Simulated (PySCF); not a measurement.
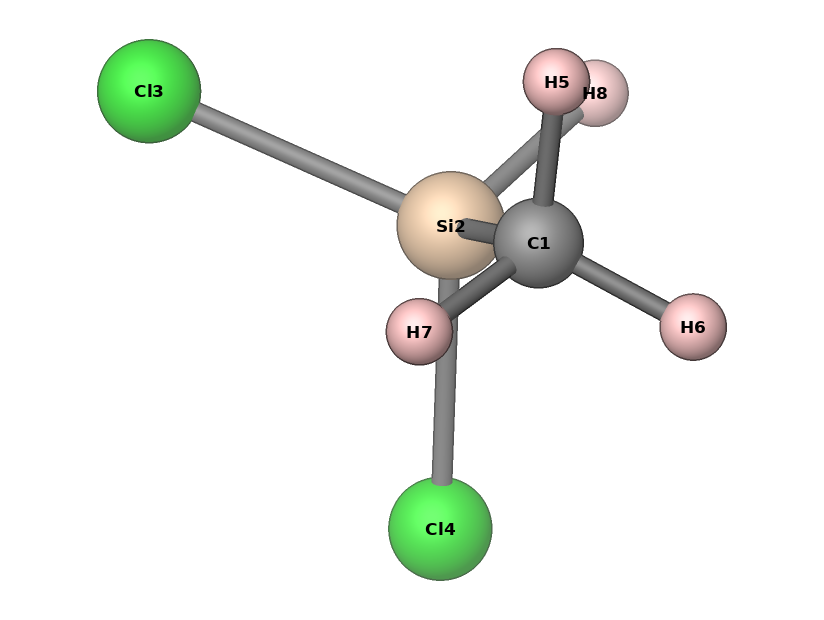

Si2 lies behind C1. The molecule seen a little off the C1–Si2 bond, C1 in front. Atoms fade into the background with distance from the viewer. The computed structure is the end point of a PBE0-D3(BJ)/def2-TZVP optimisation. No frequency run is at hand to confirm it as a minimum.

> What is the torsion angle H5–C1–Si2–Cl3? The sign is positive where the front bond must turn clockwise to cover the back bond.

−65°, synclinal (gauche). The bonds about C1–Si2 are staggered.
